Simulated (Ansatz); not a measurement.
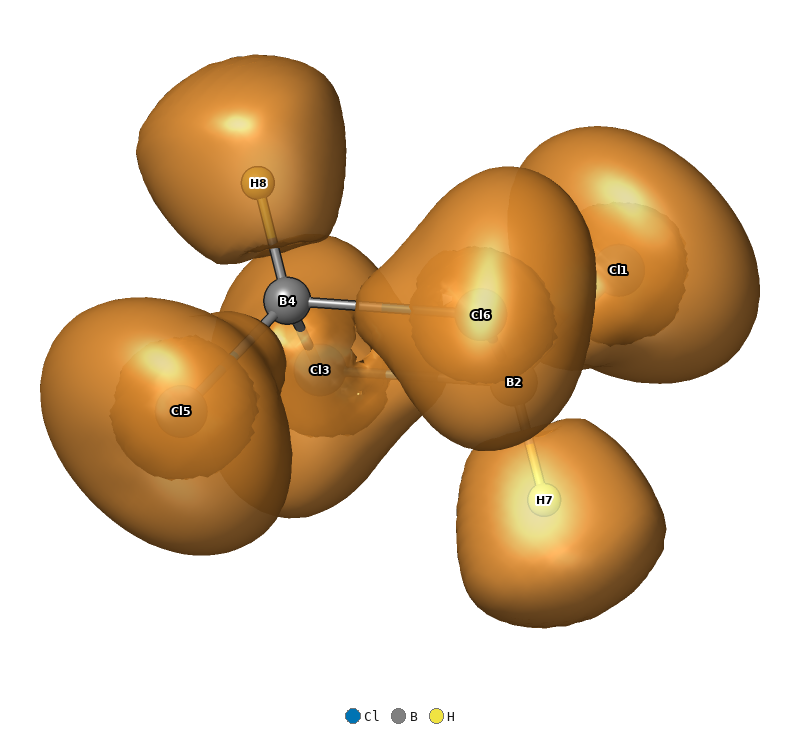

The picture shows: B2Cl4H2. Isosurface of the electron localisation function at 0.75 (orange), seen at a tilt. Only the valence region is drawn (cores and ρ < 0.01 e/Å³ removed).

Geometry: PBE0-D4/def2-TZVP.

Computed with RKS PBE0-D4/def2-TZVPP (Ansatz).

Input file:

```
crystal:
  periodic: [false, false, false]
  atoms:
    - {symbol: Cl, position_ang: [0.859291, 0.372635, 2.575041]}
    - {symbol: B, position_ang: [1.005375, 0.342227, 0.816277]}
    - {symbol: Cl, position_ang: [-0.414519, 1.371738, -0.063797]}
    - {symbol: B, position_ang: [-1.004203, -0.341928, -0.816097]}
    - {symbol: Cl, position_ang: [-0.875739, -0.377621, -2.576020]}
    - {symbol: Cl, position_ang: [0.423776, -1.369406, 0.053101]}
    - {symbol: H, position_ang: [2.042322, 0.638425, 0.324427]}
    - {symbol: H, position_ang: [-2.036304, -0.636070, -0.312923]}
basis:
  gaussian: {orbitals: def2-TZVPP}
hamiltonian: {xc: pbe0, dispersion: d4}
output: {orbitals: {seedname: orbitals}}
```

Launched as:

```sh
ansatz run in.yaml --threads 4 --pin off --events-out ev --progress --plain --max-ram 10444MiB
```

### What do the ELF domains correspond to?

At this value the surface marks out two regions around hydrogen nuclei and four regions on Cl in which the atom's valence shell and bonds are merged. Along the contacts the grid gives the following. B–Cl (1.76 Å): the ELF peaks at about 0.90 between the atoms: a shared but strongly polarised pair. B–H (1.19 Å): the ELF climbs to about 1 towards the hydrogen, as it does in any bond to H; an ordinary covalent bond to hydrogen.
